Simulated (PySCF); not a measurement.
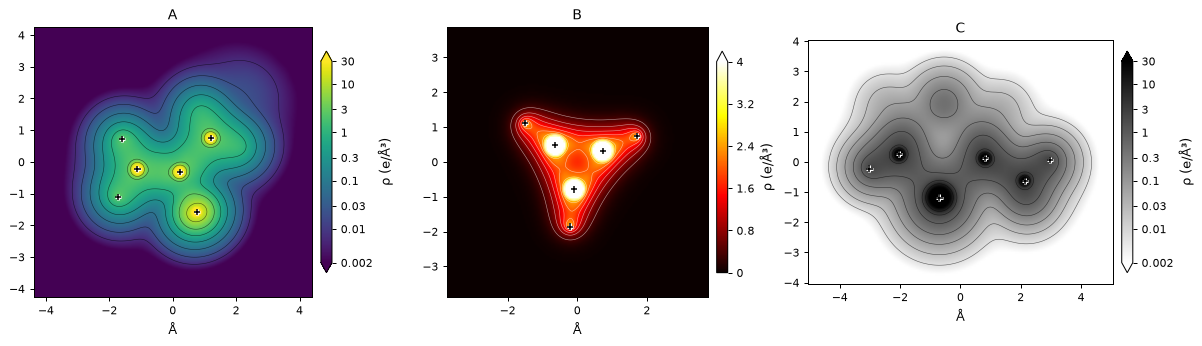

The electron density of 3 systems, each on a plane through atoms (crosses mark nuclei in the plane).

All numbers below come from PySCF, PBE0/def2-SVPD, SCF density, gas phase.

System 1: C₅H₁₀OSe, the plane of atoms C2, Se7 and C6. Geometry: GFN2-xTB.

```xyz
17

C    -2.3506    0.5892    0.0987
C    -0.8843    0.3484    0.4050
C    -0.4434   -1.0590    0.0174
O     0.8736   -1.3791    0.3972
C     1.8580   -0.6893   -0.3347
C     1.9099    0.7986   -0.0250
Se    0.2356    1.6685   -0.5844
H    -2.6279    1.6086    0.3621
H    -2.9713   -0.1017    0.6666
H    -2.5462    0.4424   -0.9626
H    -0.6723    0.5160    1.4660
H    -0.5700   -1.1980   -1.0684
H    -1.0727   -1.7876    0.5383
H     2.8058   -1.1558   -0.0505
H     1.6986   -0.8380   -1.4147
H     2.0286    0.9671    1.0469
H     2.7217    1.2817   -0.5677
```

System 2: C₄H₆FO (SMILES C=C(F)CC[O-]) (charge −1), the plane of atoms C2, C1 and H7. Geometry: GFN2-xTB.

```yaml
atoms:
  - { symbol: C, position_ang: [1.8514, -0.3729, 0.2898] }
  - { symbol: C, position_ang: [0.8595, -0.0757, -0.5539] }
  - { symbol: F, position_ang: [0.9077, -0.6803, -1.7930] }
  - { symbol: C, position_ang: [-0.3319, 0.7177, -0.3149] }
  - { symbol: C, position_ang: [-1.5566, -0.1576, 0.3709] }
  - { symbol: O, position_ang: [-2.5864, 0.5610, 0.6483] }
  - { symbol: H, position_ang: [1.8691, 0.0549, 1.2737] }
  - { symbol: H, position_ang: [2.6444, -1.0484, 0.0181] }
  - { symbol: H, position_ang: [-0.1384, 1.5246, 0.3892] }
  - { symbol: H, position_ang: [-0.7437, 1.1185, -1.2395] }
  - { symbol: H, position_ang: [-1.7300, -0.9951, -0.3753] }
  - { symbol: H, position_ang: [-1.0440, -0.6473, 1.2604] }
```

System 3: C₃H₃ (SMILES c1c[cH+]1) (charge +1), the molecular plane. Geometry: GFN2-xTB.

```xyz
6

C    -0.5614   -0.5624   -0.0130
C    -0.2061    0.7685    0.0087
C     0.7690   -0.2049    0.0068
H    -1.3193   -1.3221   -0.0317
H    -0.4852    1.8048    0.0189
H     1.8060   -0.4819    0.0150
```

**Match each panel to its system.**

Panel A is system 2, C₄H₆FO: the plane holds C, F and H. C–C (1.34 Å): the density is about 2.3 e/Å³ at the midpoint. Panel B is system 3, C₃H₃: the plane holds C and H. C–C (1.38 Å): the density is about 2 e/Å³ at the midpoint. Panel C is system 1, C₅H₁₀OSe: the plane holds C, Se and H. C–C (1.52 Å): ρ at the midpoint is about 1.7 e/Å³.
